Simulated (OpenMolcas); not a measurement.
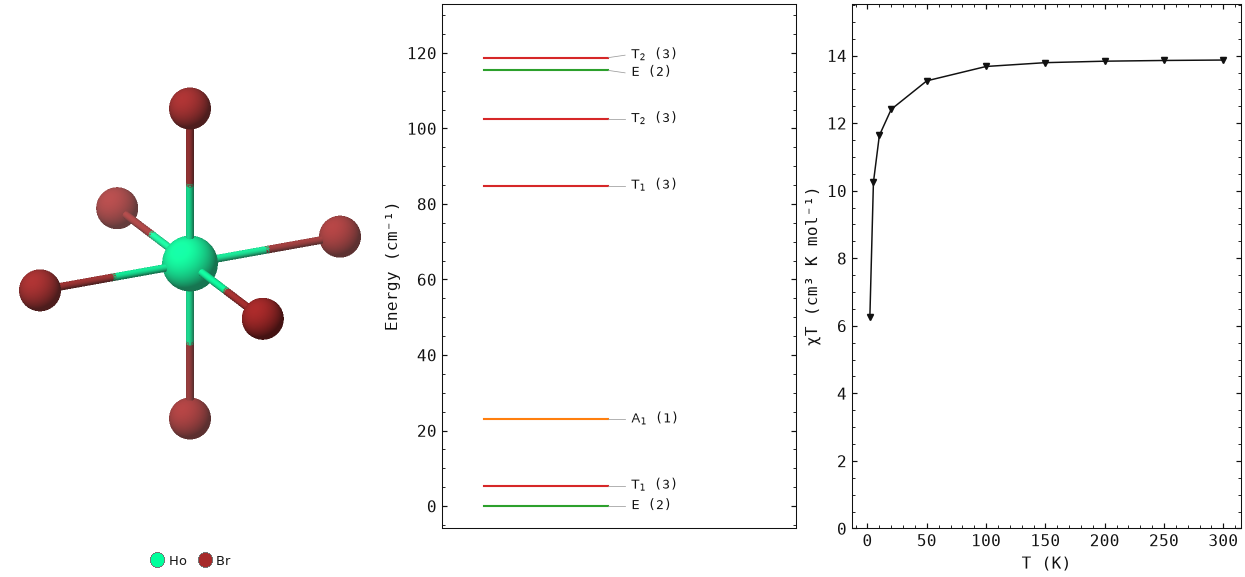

Ho³⁺ (4f¹⁰) as a dopant in Cs₂NaYBr₆, a cluster with its 6 nearest Br⁻ at 2.795 Å (octahedron) embedded in model potentials and point charges; the geometry was set, not optimised, and its levels and susceptibility. Labels give the representation in O, Td, D4 or D3 as the site allows (double group for half-integer spin) where it could be assigned and, in brackets, the degeneracy; spin-free states, where drawn, share the zero of the spin-orbit levels. Computed with OpenMolcas: state-averaged CASSCF, active space 10 electrons in the shell 4f, basis ANO-RCC-VDZP on all atoms, DKH2 scalar Hamiltonian, spin-orbit coupling by RASSI with atomic mean-field integrals. Powder susceptibility by Van Vleck's formula.

### What does the figure show?

The ground level is E, doubly degenerate, 94 % from states of spin multiplicity 5. Its principal g values are all close to zero. The next level lies at 5.4 cm⁻¹ (T₁). The lowest J multiplet spreads over 119 cm⁻¹. χT is 6.26 cm³ K mol⁻¹ at 2 K and 13.9 at 300 K, an effective moment of 10.53 μB. The active orbitals hold 100 % metal character (Löwdin), and the Mulliken charge of the metal is +1.60.

Known limits: high states of lower spin left out of the spin-orbit mixing; covalent bonds, ligand orbitals missing from the active space; the geometry is set by hand, with no relaxation and no charge compensation; spin-free states above about 46,000 cm⁻¹ are left out of the spin-orbit step.
